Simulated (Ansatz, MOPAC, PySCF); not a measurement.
H2O (SMILES O) and Si2H6 (SMILES [SiH3][SiH3]) are pulled apart as rigid monomers along the line of their centres of mass, from the B3LYP-D3(BJ)/def2-TZVP minimum. Starting geometry (charge 0, multiplicity 1):
```xyz
11

O      0.556     0.487     1.374
H      1.005    -0.307     1.063
H     -0.255     0.544     0.857
Si    -0.850    -1.025     3.762
Si     0.312     0.887     4.475
H     -1.916    -0.675     2.790
H     -1.501    -1.719     4.903
H      0.064    -2.000     3.114
H     -0.237     2.105     3.837
H      1.756     0.770     4.169
H      0.170     1.041     5.947
```

Interaction energies with rigid monomers; basis-set methods are counterpoise corrected unless marked otherwise.

Rows in 3-21G carry no dispersion term and start afresh at each structure. The state reached by PM7 isn't checked; PM7 holds dispersion and hydrogen-bond terms.

Run with Ansatz (an electronic-structure program) with Gaussian orbitals; MOPAC for PM7 (differences of heats of formation); PySCF for 3-21G rows, the dispersion terms. Values without a source in brackets are computed.

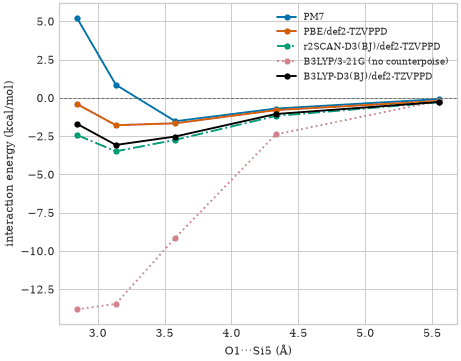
Interaction energy against separation

**Question.** Which level binds most strongly at O1···Si5 = 3.14, and by how much?

**Answer.** B3LYP/3-21G (no counterpoise), -13.5 kcal/mol.
